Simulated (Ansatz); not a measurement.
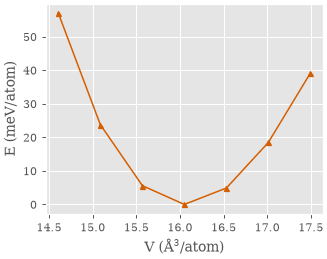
Ge2Rh in space group Cmcm (No. 63; Ge on 4c, Ge on 4c, Rh on 4c) under volume change, PBE in the plane-wave PAW code Ansatz, shape and atoms relaxed at each volume.

**Question.** What does a third-order Birch–Murnaghan fit give for V₀, B₀ and B′?

**Answer.** V₀ = 16.05 Å³/atom, B₀ = 115 GPa, B′ = 5.2.

A made-up cell: these elements were put on the sites of a structure type; neither database checked (COD, Materials Project) lists it. Its standing as an ambient phase is unchecked. The PBE relaxation kept the symmetry of its start; its stability against distortions is not shown here. The run is not spin-polarised.

Potentials: the later of the program's two PAW sets.
